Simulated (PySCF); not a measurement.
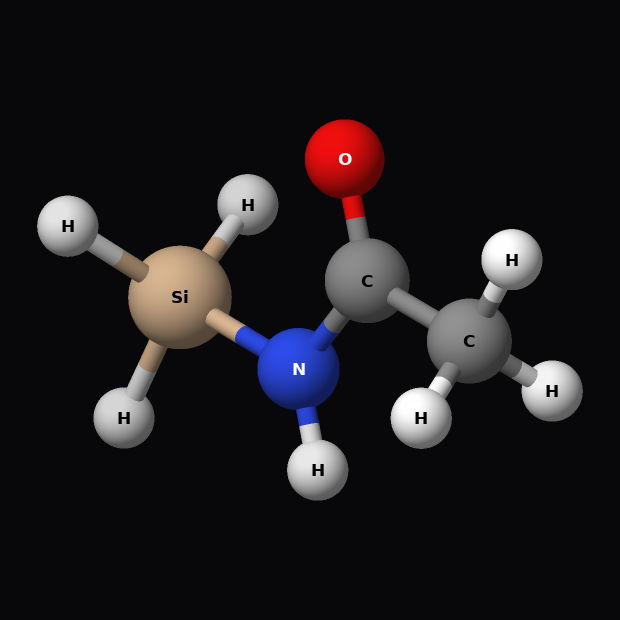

Computed geometry: PBE0-D3(BJ)/def2-SVP optimisation. No frequency run is at hand to confirm it as a minimum.

What does the picture show?

The molecule is C₂H₇NOSi. As SMILES it reads `CC(=O)N[SiH3]`. It has no ring. Among its groups: amide, Si–H bond, Si–N bond. Coordination: 1 C tetrahedral; 1 C trigonal planar; 1 N trigonal planar; 1 Si tetrahedral.

More results for the same structure follow; atom numbers are the same in all pictures, views and colours differ.

## Core levels

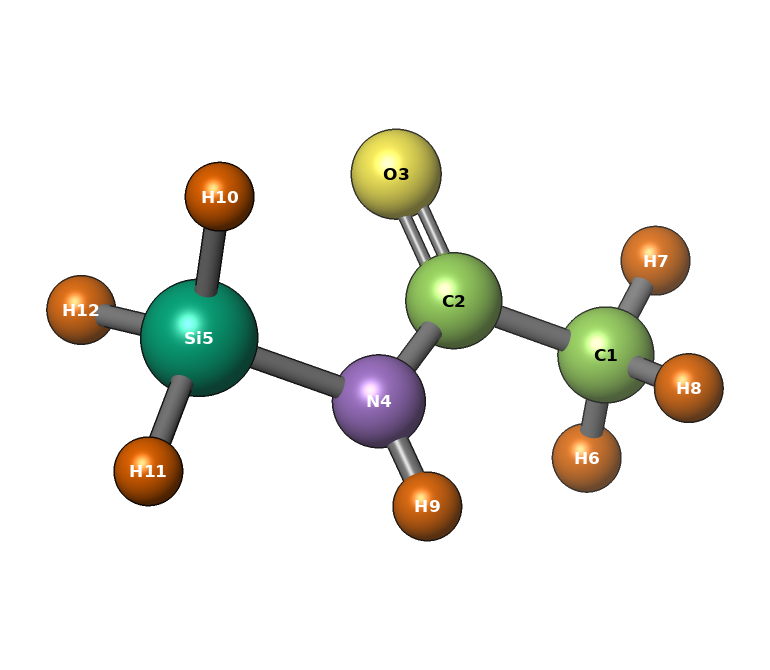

No frequency run is at hand to confirm it as a minimum. Level of theory: delta-SCF UKS SCAN, pcX-2 on the ionised atom, pcseg-1 elsewhere, spin-free X2C (PySCF 2.14.0).

Give the core-electron binding energies (to vacuum; p and d levels without spin–orbit splitting) of C1 1s, C2 1s, O3 1s, N4 1s, Si5 1s, Si5 2p.

```csv
atom,level,binding energy (eV)
C1,1s,291.3
C2,1s,293.9
O3,1s,537.1
N4,1s,405.4
Si5,1s,1847.2
Si5,2p,107.5
```

## Bond orders

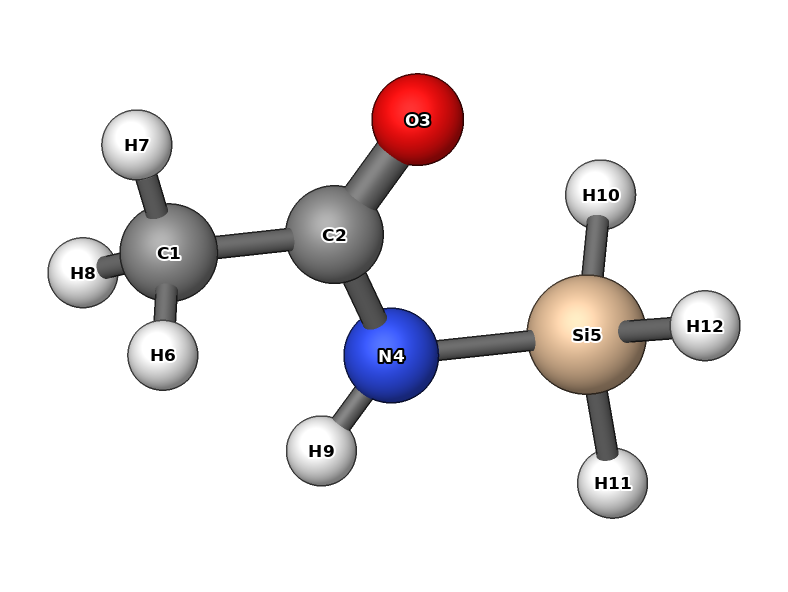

The thickness of each stick grows with its Mayer bond order. No frequency run is at hand to confirm it as a minimum. Method: PBE0/pcSseg-1 (PySCF 2.14.0).

Which bond has the highest Mayer bond order?

C2–O3, 1.89, at a length of 1.217 Å.

List the Mayer bond orders of C1–C2, C1–H6, C1–H7, C1–H8, C2–O3, C2–N4, N4–Si5, N4–H9, Si5–H10, Si5–H11, Si5–H12. Atoms whose distances differ by more than 0.02 Å in this geometry are listed apart.

```csv
bond,Mayer order,length (Å)
C1–C2,0.99,1.508
C1–H6,0.95,1.101
C1–H7,0.96,1.096
C1–H8,0.95,1.101
C2–O3,1.89,1.217
C2–N4,1.12,1.368
N4–Si5,0.86,1.772
N4–H9,0.92,1.013
Si5–H10,0.93,1.488
Si5–H11,0.93,1.494
Si5–H12,0.94,1.488
```

## NMR shielding

The questions are on isotropic NMR shieldings of the H atoms. No frequency run is at hand to confirm it as a minimum. Properties computed with GIAO PBE0/pcSseg-1 NMR shielding, non-relativistic, gas phase (PySCF 2.14.0).

Give the isotropic NMR shieldings of the H atoms atom by atom.

```
atom  σ (ppm)
  H6    29.23
  H7    29.43
  H8    29.31
  H9    27.21
 H10    26.63
 H11    27.11
 H12    26.63
```
